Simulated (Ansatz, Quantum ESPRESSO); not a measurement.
# From contact to tunnelling: vacuum gaps between two Ir(100) faces, part 3 of 5

Wanted: T at the Fermi level along a series, and its decay constant, for vacuum gaps between two Ir(100) faces.

Quantum ESPRESSO 7.5; plane-wave DFT, LDA, GBRV ultrasoft pseudopotentials; cross-check by Ansatz 0.2.0 with PAW datasets.

So far. Step 2 (Self-consistent run, 4 Å): The run needed 13 iterations to bring the estimated error under 1e-07 Ry; the largest force on any atom, held or free, is 1.36 eV/Å. Step 3 (The open system, 4 Å): The run is unpolarised; a magnetic state was not tried, may lie lower and would change T.

### Step 4. Cross-check with Ansatz, 4 Å

As a check, the same structure is run in Ansatz.

Level of this step: plane-wave DFT, LDA, Ansatz PAW (Ansatz 0.2.0).

input.yaml

```yaml
crystal:
  lattice:
    - [2.7365032432, 0.0, 0.0]
    - [0.0, 2.7365032432, 0.0]
    - [0.0, 0.0, 33.025]
  atoms:
    - { symbol: Ir, position: [0.0, 0.0, 0.0] }
    - { symbol: Ir, position: [0.5, 0.5, 0.0585919758] }
    - { symbol: Ir, position: [0.0, 0.0, 0.1171839516] }
    - { symbol: Ir, position: [0.5, 0.5, 0.1757759273] }
    - { symbol: Ir, position: [0.0, 0.0, 0.2343679031] }
    - { symbol: Ir, position: [0.5, 0.5, 0.2929598789] }
    - { symbol: Ir, position: [0.0, 0.0, 0.3515518547] }
    - { symbol: Ir, position: [0.5, 0.5, 0.4101438304] }
    - { symbol: Ir, position: [0.0, 0.0, 0.5312641938] }
    - { symbol: Ir, position: [0.5, 0.5, 0.5898561696] }
    - { symbol: Ir, position: [0.0, 0.0, 0.6484481453] }
    - { symbol: Ir, position: [0.5, 0.5, 0.7070401211] }
    - { symbol: Ir, position: [0.0, 0.0, 0.7656320969] }
    - { symbol: Ir, position: [0.5, 0.5, 0.8242240727] }
    - { symbol: Ir, position: [0.0, 0.0, 0.8828160484] }
    - { symbol: Ir, position: [0.5, 0.5, 0.9414080242] }
kpoints:
  mp_grid: { grid: [9, 9, 1] }
hamiltonian:
  xc: lda
scf:
  occupations: { method: fermi_dirac, width: 0.1 }
  convergence: { dr2_threshold: 1.0e-08 }
output:
  transmission: { leads: [[0, 2]], e_range: [-0.4, 0.4], de: 0.4, kmesh: [8, 8] }
  write_potential: true
  write_density: true
  volumetric_format: npy
```

Launch:

```bash
ansatz run input.yaml --threads 4 --pin off --max-ram 16384MiB --backend cpu --events-out ev --progress --plain --runs-dir out
```

Numbers of over 12 decimals in the logs are rounded to 6 here.

Log:

```text
Engine: ansatz 0.2.0, aarch64-unknown-linux-gnu
Pseudopotentials: kind: paw
Pseudopotential: Ir, paw, valence charge 17, recommended cutoff 420 eV (normal), Ir.paw.azcp
Functional definition: SPW92
  exchange = slater_x
  correlation = pw_c
Crystal: 16 atoms, lattice volume = 247.306 Å³
Basis set: ecut = 420 eV, 4915 PW (Γ)
Bands: 164, of which v1, the nominal top of the filled ones, is band 136 counted from 1 (135 counted from 0)
Symmetry: 16 space group operations
Space group: P4/nmm (ITA 129), of the structure as read, at distance tolerance 6.3e-5 Å
k-points: 15 of 81
Non-local potential: Ir, projectors of the file, l = 0: 3, l = 1: 2, l = 2: 2, l = 3: 1
PAW form: soft (Blöchl's): semilocal exchange-correlation on the pseudo side does not see the compensation charge
PAW frozen core: Ir, regenerated for the run's functional, and the local potential with it (the file was generated under x = pbe(κ = 0.804, μ = 0.219515), c = pbe(β = 0.066725))
PAW one-centre angular grid: Ir, 590 points (default); XC on 64 Gauss nodes
Initial density: superposition of atomic densities (neutral atoms: chi_scale 0, normalization atom), corrected by the library's trained network
Initial wavefunctions: pseudopotential atomic-orbital guess
Functional: x = slater, c = lda
SCF iter   1: F=—  HF=-186611.013716 eV  |F-HF|=—  |Δ(HF+E_count)|=         —  Δρ=1.62e-2  dr2=3.90e1  ethr=1.77e-3  ⟨swp⟩=5.5  Hψ=8140  notcnv=0  defer=62
preconditioner: auto → LDOS  [metal: Δε(μ)=0.016 eV  Ē_g=6.670 eV  σ=0.100 eV  W_gap=0.04  n_scr=96 (ndim 8)  ℏωp=28.3 eV  f_vac=0.034  D(μ)=15.04/eV (n_scr^D=162)  β→1.0]
SCF iter   2: F=—  HF=-186610.851510 eV  |F-HF|=—  |Δ(HF+E_count)|=   1.62e-1  Δρ=3.25e-3  dr2=5.18e-1  ethr=1.77e-3  ⟨swp⟩=1.1  Hψ=2839  notcnv=0  defer=58
SCF iter   3: F=—  HF=-186610.844171 eV  |F-HF|=—  |Δ(HF+E_count)|=   7.34e-3  Δρ=1.69e-3  dr2=1.94e-2  ethr=1.90e-4  ⟨swp⟩=2.0  Hψ=3069  notcnv=0  defer=60
SCF iter   4: F=—  HF=-186610.839930 eV  |F-HF|=—  |Δ(HF+E_count)|=   4.24e-3  Δρ=3.19e-4  dr2=8.46e-4  ethr=7.14e-6  ⟨swp⟩=2.1  Hψ=3635  notcnv=0  defer=60
SCF iter   5: F=—  HF=-186610.839869 eV  |F-HF|=—  |Δ(HF+E_count)|=   6.02e-5  Δρ=1.33e-4  dr2=1.81e-4  ethr=3.11e-7  ⟨swp⟩=2.0  Hψ=3505  notcnv=0  defer=60
SCF iter   6: F=—  HF=-186610.839844 eV  |F-HF|=—  |Δ(HF+E_count)|=   2.54e-5  Δρ=3.24e-5  dr2=2.68e-5  ethr=6.65e-8  ⟨swp⟩=2.0  Hψ=3342  notcnv=0  defer=60
SCF iter   7: F=—  HF=-186610.839836 eV  |F-HF|=—  |Δ(HF+E_count)|=   7.52e-6  Δρ=9.20e-6  dr2=6.20e-7  ethr=9.85e-9  ⟨swp⟩=1.6  Hψ=2433  notcnv=0  defer=60
SCF iter   8: F=—  HF=-186610.839274 eV  |F-HF|=—  |Δ(HF+E_count)|=   5.62e-4  Δρ=2.39e-6  dr2=3.25e-8  ethr=2.28e-10  ⟨swp⟩=2.0  Hψ=3631  notcnv=0  defer=59
SCF iter   9: F=-186610.839274 eV  HF=-186610.839274 eV  |F-HF|=9.90e-10  |Δ(HF+E_count)|=  5.82e-10  Δρ=8.94e-7  dr2=1.78e-9  ethr=3.68e-12  ⟨swp⟩=9.1  Hψ=6350  notcnv=0
SCF 1 converged in 9 iterations: F = -186610.839274 eV  dr2 = 1.78e-9
  greatest PAW one-centre occupation: 1.000 electrons in one spin orbital (limit 2), on the Ir atom at site 10 (counted from 0), in its partial waves of l = 0
transmission: 93 of 930 steps passed
transmission: 186 of 930 steps passed
[...]
transmission: 930 of 930 steps passed
SCF converged after 9 iterations
Free energy (F): -186610.839274 eV
Harris-Foulkes:  -186610.839274 eV  (|F-HF|=9.90e-10)
Internal energy: -186610.323135 eV  (E = F + TS)
E sigma→0 (E₀):  -186610.581204 eV
Entropy (-TS):   -0.516140 eV (-32.259 meV/atom)
Fermi energy:    22.701048 eV
--- Per-component energies (eV) ---
  E_band       = -2097.238906
  E_kinetic    = 9951.495831
  E_local      = -37554.842132  (includes V_loc(G=0)·N_el)
  E_nonlocal   = 1275.902910
  E_hartree    = 16411.736386
  E_xc         = -4252.200153
  E_vxc        = -4784.411106  (∫ρ·V_xc dr)
  E_paw        = -143249.919781  (= ΣΔE_a)
  E_vpaw       = -3808.859167  (= ΣTr[D̂ρ^β])
  E_aug_tail   = 0.000653  (compensation charges beyond the density's cutoff)
  E_ewald      = -29199.082483
  E_core_change = 6.585635  (= ΣΔE_core)
  E_smearing   = -0.516140  (= −TS)
  E_closure    = -0.000000  (closes the sum)
  Σ components = -186610.839274   (vs F -186610.839274, Δ=0.00e0)
--- Band table (eV; the first three rows and the last of 15) ---
  k-point 0: bands = [... 132 lower, 21.8692, 22.0099, 22.1765, 22.3451, 22.3451, 22.3605, 22.5580, 22.7608, ... 24 higher]
  k-point 1: bands = [... 132 lower, 21.6972, 21.8368, 21.9708, 22.0175, 22.1029, 22.1313, 22.2402, 22.4579, ... 24 higher]
  k-point 2: bands = [... 132 lower, 21.7463, 21.7518, 21.7796, 21.8716, 21.8844, 22.0440, 22.1028, 22.3620, ... 24 higher]
  k-point 14: bands = [... 132 lower, 23.8814, 23.8838, 23.8857, 23.8869, 23.8873, 23.8899, 23.8916, 23.9083, ... 24 higher]
--- Transmission ---
  basis      : 69 plane waves across, 62 finite elements along
  points     : 15, standing for a mesh of 8 x 8
  energies   : 3 from -0.400000 to 0.400000 eV about the Fermi level, 0.400000 eV apart; the leads are filled to 0.000000 eV, and channels, transmission and decay are at 0.000000 eV
  crystal 0  : Ir2, at the sites [0, 2], period 3.8700 Å, over 30.96 Å; its Hamiltonian steps by up to 5.9 meV
    offset         : up to 0.0000 Å between an atom of the period and one for which it stands
    channels       : 2.187500e0 a spin
    conductance    : none, the energies end too early or step too widely for 300 K: set another output.transmission.e_range or a lower de, or, where they end at an eighth of basis.ecutwfc, a higher one
    slowest decay  : 0.0562 /Å at (0.5000, 0.2500)
  junction   : crystal 0 to crystal 0, -0.27 to 28.89 Å
    transmission   : 3.575298e-1 a spin
    conductance    : none, the energies end too early or step too widely for 300 K: set another output.transmission.e_range or a lower de, or, where they end at an eighth of basis.ecutwfc, a higher one
```

Run time: 23 s. Hardware: 4 threads of Arm Neoverse V1, shared host; peak memory 1.2 GiB; 76 s of CPU time.

Read from the output:

| Item | Value |
| --- | --- |
| free energy | -186610.8393 eV |
| energy at zero smearing | -186610.5812 eV |
| smearing term TS | 0.5161 eV |
| Fermi energy | 22.70 eV |
| symmetry operations | 16 |
| transmission at the Fermi level, one spin | 0.3575 |
| step of the lead's Hamiltonian over a period | 5.9 meV |

Per spin; mean over the k mesh across the current. Transmission, zone mean against energy, zero at the Fermi level:

| energy (eV) | transmission, zone mean |
| --- | --- |
| -0.400 | 0.508 |
| 0.000 | 0.358 |
| 0.400 | 0.368 |

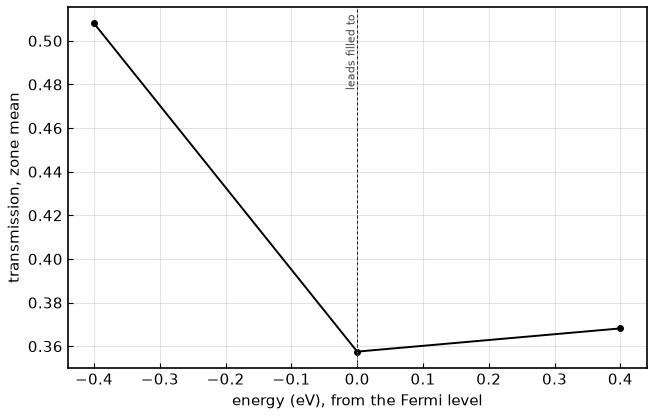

Transmission, zone mean against energy.

Per spin; mean over the k mesh across the current. The open channels, zone mean by energy, zero at the Fermi level:

| energy (eV) | open channels, zone mean |
| --- | --- |
| -0.400 | 1.81 |
| 0.000 | 2.19 |
| 0.400 | 2 |

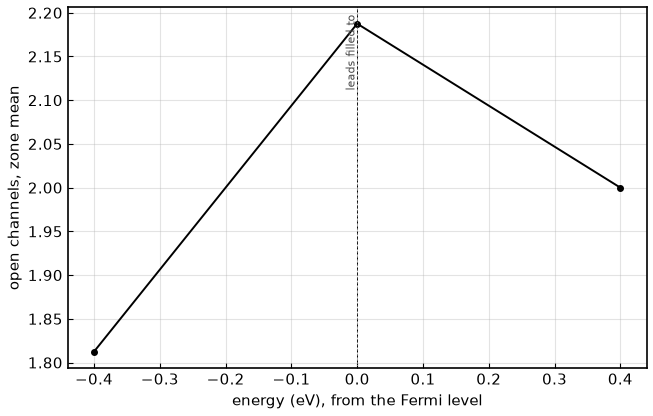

Open channels, zone mean, plotted against energy.

Ansatz finds T = 0.358 against pwcond's 0.352.

### Step 5. SCF with pw.x, 5 Å

Level of this step: plane-wave DFT, LDA, GBRV ultrasoft pseudopotentials (Quantum ESPRESSO 7.5).

j1.scf.in

```
&control
  prefix = 'j1.scf'
  outdir = './out'
  pseudo_dir = './pseudo'
  calculation = 'scf'
  tprnfor = .true.
/
&system
  ibrav = 0
  nat = 16
  ntyp = 1
  ecutwfc = 40
  ecutrho = 200
  occupations = 'smearing'
  smearing = 'mv'
  degauss = 0.01
/
&electrons
  conv_thr = 1e-07
  mixing_beta = 0.25
  electron_maxstep = 120
  mixing_mode = 'local-TF'
/
ATOMIC_SPECIES
  Ir  192.2170  ir_lda_v1.2.uspp.F.UPF
CELL_PARAMETERS angstrom
  2.73650324319194 0.00000000000000 0.00000000000000
  0.00000000000000 2.73650324319194 0.00000000000000
  0.00000000000000 0.00000000000000 34.02500000000000
ATOMIC_POSITIONS crystal
  Ir  0.000000000000 0.000000000000 0.000000000000
  Ir  0.500000000000 0.500000000000 0.056869948567
  Ir  0.000000000000 0.000000000000 0.113739897134
  Ir  0.500000000000 0.500000000000 0.170609845702
  Ir  0.000000000000 0.000000000000 0.227479794269
  Ir  0.500000000000 0.500000000000 0.284349742836
  Ir  0.000000000000 0.000000000000 0.341219691403
  Ir  0.500000000000 0.500000000000 0.398089639971
  Ir  0.000000000000 0.000000000000 0.545040411462
  Ir  0.500000000000 0.500000000000 0.601910360029
  Ir  0.000000000000 0.000000000000 0.658780308597
  Ir  0.500000000000 0.500000000000 0.715650257164
  Ir  0.000000000000 0.000000000000 0.772520205731
  Ir  0.500000000000 0.500000000000 0.829390154298
  Ir  0.000000000000 0.000000000000 0.886260102866
  Ir  0.500000000000 0.500000000000 0.943130051433
K_POINTS automatic
  9 9 1 0 0 0
```

Launch:

```bash
OMP_NUM_THREADS=1 mpirun -n 4 pw.x -nk 4 -in j1.scf.in > j1.scf.out
```

Log:

```text
[banner, memory and clock lines left out]
Program PWSCF v.7.5 starts
[...]
Message from routine setup:
[...]
number of electrons       =       240.00
     number of Kohn-Sham states=          144
     kinetic-energy cutoff     =      40.0000  Ry
     charge density cutoff     =     200.0000  Ry
[...]
number of k points=    15  Marzari-Vanderbilt smearing, width (Ry)=  0.0100
[...]
Dense  grid:    82189 G-vectors     FFT dimensions: (  24,  24, 300)
[...]
negative rho (up, down):  5.740E+00 0.000E+00
     Starting wfcs are  192 randomized atomic wfcs
[...]
negative rho (up, down):  5.358E+00 0.000E+00
[...]
estimated scf accuracy    <      28.84628373 Ry
[...]
negative rho (up, down):  4.728E+00 0.000E+00
[...]
estimated scf accuracy    <      12.01006361 Ry
[...]
negative rho (up, down):  4.675E+00 0.000E+00
[...]
estimated scf accuracy    <       1.09661259 Ry
[...]
negative rho (up, down):  4.624E+00 0.000E+00
[...]
estimated scf accuracy    <       0.43715213 Ry
[...]
negative rho (up, down):  4.761E+00 0.000E+00
[...]
estimated scf accuracy    <       0.03677290 Ry
[...]
negative rho (up, down):  4.870E+00 0.000E+00
[...]
estimated scf accuracy    <       0.00513451 Ry
[...]
negative rho (up, down):  4.878E+00 0.000E+00
[...]
estimated scf accuracy    <       0.00127655 Ry
[...]
negative rho (up, down):  4.881E+00 0.000E+00
[...]
estimated scf accuracy    <       0.00013677 Ry
[...]
negative rho (up, down):  4.881E+00 0.000E+00
[...]
estimated scf accuracy    <       0.00005326 Ry
[...]
negative rho (up, down):  4.883E+00 0.000E+00
[...]
estimated scf accuracy    <       0.00000717 Ry
[...]
negative rho (up, down):  4.882E+00 0.000E+00
[...]
estimated scf accuracy    <       0.00000200 Ry
[...]
negative rho (up, down):  4.883E+00 0.000E+00
[...]
estimated scf accuracy    <       0.00000140 Ry
[...]
negative rho (up, down):  4.882E+00 0.000E+00
[...]
estimated scf accuracy    <       0.00000011 Ry
[...]
negative rho (up, down):  4.882E+00 0.000E+00
[...]
the Fermi energy is    21.0835 ev
!    total energy              =   -2909.86416616 Ry
     estimated scf accuracy    <       0.00000003 Ry
     smearing contrib. (-TS)   =      -0.00142637 Ry
     internal energy E=F+TS    =   -2909.86273980 Ry
[...]
one-electron contribution =   -2544.64681839 Ry
     hartree contribution      =    1468.37806031 Ry
     xc contribution           =    -803.47609419 Ry
     ewald contribution        =   -1030.11788752 Ry
     convergence has been achieved in  14 iterations
     negative rho (up, down):  4.882E+00 0.000E+00
[...]
Total force =     0.112290     Total SCF correction =     0.000409
[...]
```

Wall time 3.6 min (4 MPI ranks); peak memory 1.2 GiB; 15 min of CPU time.

Read from the output:

| Property | Result |
| --- | --- |
| free energy | -39590.7189 eV |
| Fermi energy | 21.08 eV |

### Step 6. The open system, 5 Å

j1.cond.in

```
&inputcond
  outdir = './out'
  prefixt = 'j1.scf'
  tran_file = 'j1.cond.dat'
  bdl = 2.8284271247
  bds = 12.4337510232
  ikind = 1
  ewind = 4.0
  epsproj = 1e-05
  nz1 = 7
  energy0 = 0.4
  denergy = -0.4
/
15
  0.00000000 0.00000000 0.01562500
  0.00000000 0.12500000 0.06250000
  0.00000000 0.25000000 0.06250000
  0.00000000 0.37500000 0.06250000
  0.00000000 0.50000000 0.03125000
  0.12500000 0.12500000 0.06250000
  0.12500000 0.25000000 0.12500000
  0.12500000 0.37500000 0.12500000
  0.12500000 0.50000000 0.06250000
  0.25000000 0.25000000 0.06250000
  0.25000000 0.37500000 0.12500000
  0.25000000 0.50000000 0.06250000
  0.37500000 0.37500000 0.06250000
  0.37500000 0.50000000 0.06250000
  0.50000000 0.50000000 0.01562500
3
```

Launch:

```bash
OMP_NUM_THREADS=1 mpirun -n 4 pwcond.x -in j1.cond.in > j1.cond.out
```

Log:

```text
[banner, memory and clock lines left out]
Program PWCOND v.7.5 starts
[citation notice left out]

[...]
./out/j1.scf.save/

[...]
negative rho (up, down):  4.882E+00 0.000E+00
     Reading collected, re-writing distributed wavefunctions

===== INPUT FILE containing all the regions =====

     GEOMETRY:

     lattice parameter (alat)  =       5.1712  a.u.
     the volume                =    1719.4386 (a.u.)^3
     the cross section         =      26.7417 (a.u.)^2
     l of the unit cell        =      12.4338 (alat)
[...]
2 -->     3     0.00000     0.00000
    2 -->     4     0.00000     0.00000
   Total T_j, R_j =    0.00025  0.99975

    3 -->     1     0.00000     0.00000
    3 -->     2     0.00000     0.00000
    3 -->     3     0.00027     0.99973
    3 -->     4     0.00000     0.00000
   Total T_j, R_j =    0.00027  0.99973

    4 -->     1     0.00000     0.00000
    4 -->     2     0.00000     0.00000
    4 -->     3     0.00000     0.00000
    4 -->     4     0.00027     0.99973
   Total T_j, R_j =    0.00027  0.99973

E-Ef(ev), T(x2 spins) =   -0.4000000   0.0020634
   T_tot     0.40000      0.30651E+00
   T_tot     0.00000      0.17835E+00
   T_tot    -0.40000      0.33371E+00

[...]
```

Run time: 84 s. Hardware: 4 MPI ranks; peak memory 0.26 GiB.

Numbers from this step:

| Property | Result |
| --- | --- |
| transmission at the Fermi level, one spin | 0.08917 |
| conductance | 0.08917 G₀ |

Per spin; mean over the k mesh across the current. Table of transmission, zone mean by energy, zero at the Fermi level:

| energy (eV) | transmission, zone mean |
| --- | --- |
| -0.400 | 0.167 |
| 0.000 | 0.0892 |
| 0.400 | 0.153 |

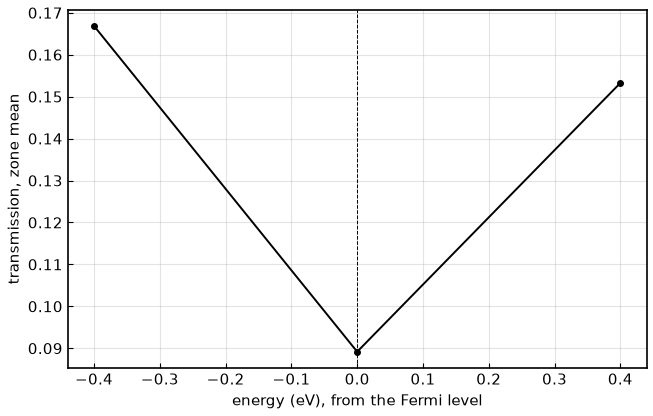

Transmission, zone mean, plotted against energy.

The run is unpolarised; a magnetic state was not tried, may lie lower and would change T.

T goes from 0.352 to 0.0892, a factor of 4.0.

### Step 7. Cross-check with Ansatz, 5 Å

Level of this step: plane-wave DFT, LDA, Ansatz PAW (Ansatz 0.2.0).

input.yaml

```yaml
crystal:
  lattice:
    - [2.7365032432, 0.0, 0.0]
    - [0.0, 2.7365032432, 0.0]
    - [0.0, 0.0, 34.025]
  atoms:
    - { symbol: Ir, position: [0.0, 0.0, 0.0] }
    - { symbol: Ir, position: [0.5, 0.5, 0.0568699486] }
    - { symbol: Ir, position: [0.0, 0.0, 0.1137398971] }
    - { symbol: Ir, position: [0.5, 0.5, 0.1706098457] }
    - { symbol: Ir, position: [0.0, 0.0, 0.2274797943] }
    - { symbol: Ir, position: [0.5, 0.5, 0.2843497428] }
    - { symbol: Ir, position: [0.0, 0.0, 0.3412196914] }
    - { symbol: Ir, position: [0.5, 0.5, 0.39808964] }
    - { symbol: Ir, position: [0.0, 0.0, 0.5450404115] }
    - { symbol: Ir, position: [0.5, 0.5, 0.60191036] }
    - { symbol: Ir, position: [0.0, 0.0, 0.6587803086] }
    - { symbol: Ir, position: [0.5, 0.5, 0.7156502572] }
    - { symbol: Ir, position: [0.0, 0.0, 0.7725202057] }
    - { symbol: Ir, position: [0.5, 0.5, 0.8293901543] }
    - { symbol: Ir, position: [0.0, 0.0, 0.8862601029] }
    - { symbol: Ir, position: [0.5, 0.5, 0.9431300514] }
kpoints:
  mp_grid: { grid: [9, 9, 1] }
hamiltonian:
  xc: lda
scf:
  occupations: { method: fermi_dirac, width: 0.1 }
  convergence: { dr2_threshold: 1.0e-08 }
output:
  transmission: { leads: [[0, 2]], e_range: [-0.4, 0.4], de: 0.4, kmesh: [8, 8] }
  write_potential: true
  write_density: true
  volumetric_format: npy
  elf: true
```

Launch:

```bash
ansatz run input.yaml --threads 4 --pin off --max-ram 16384MiB --backend cpu --events-out ev --progress --plain --runs-dir out
```

Log:

```text
[...]
Crystal: 16 atoms, lattice volume = 254.795 Å³
Basis set: ecut = 420 eV, 5077 PW (Γ)
Bands: 164, of which v1, the nominal top of the filled ones, is band 136 counted from 1 (135 counted from 0)
Symmetry: 16 space group operations
[...]
k-points: 15 of 81
[...]
k-point 14: bands = [... 132 lower, 23.0411, 23.0442, 23.0451, 23.0463, 23.0501, 23.0513, 23.0517, 23.0722, ... 24 higher]
--- Transmission ---
  basis      : 69 plane waves across, 63 finite elements along
  points     : 15, standing for a mesh of 8 x 8
[...]
channels       : 2.187500e0 a spin
[...]
slowest decay  : 0.0562 /Å at (0.5000, 0.2500)
  junction   : crystal 0 to crystal 0, -0.27 to 29.89 Å
    transmission   : 1.287500e-1 a spin
[...]
[key lines of the parts left out:]
SCF converged after 10 iterations
Free energy (F): -186610.602135 eV
Fermi energy:    21.860762 eV
```

Run time: 23 s. Hardware: 4 threads; peak memory 1.2 GiB; 81 s of CPU time.

Read from the output:

| Property | Result |
| --- | --- |
| free energy | -186610.6021 eV |
| energy at zero smearing | -186610.3388 eV |
| smearing term TS | 0.5266 eV |
| Fermi energy | 21.86 eV |
| transmission at the Fermi level, one spin | 0.1288 |
| step of the lead's Hamiltonian over a period | 6.1 meV |

Per spin; mean over the k mesh across the current. Transmission, zone mean against energy, zero at the Fermi level:

| energy (eV) | transmission, zone mean |
| --- | --- |
| -0.400 | 0.178 |
| 0.000 | 0.129 |
| 0.400 | 0.0560 |

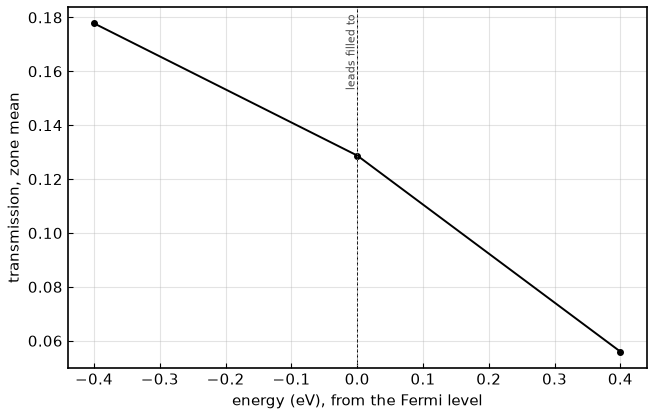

Transmission, zone mean against energy.

Ansatz finds T = 0.129 against pwcond's 0.0892.

(Continued in part 4 of 5.)

[Logs are printed without paths, hosts, clocks, repeated set-up lines and the standing remarks that a program may print on its own settings, such as how far it seeks lower states.]

[Hosts, paths, dates, database ids (printed as entryN), source tags and the programs' standing remarks are cut or masked in the printed files.]

[Maps of the electrostatic potential energy from Ansatz leave out the sawtooth potential of an applied field or a dipole correction, so their vacuum need not be flat; planar profiles and work functions include it.]
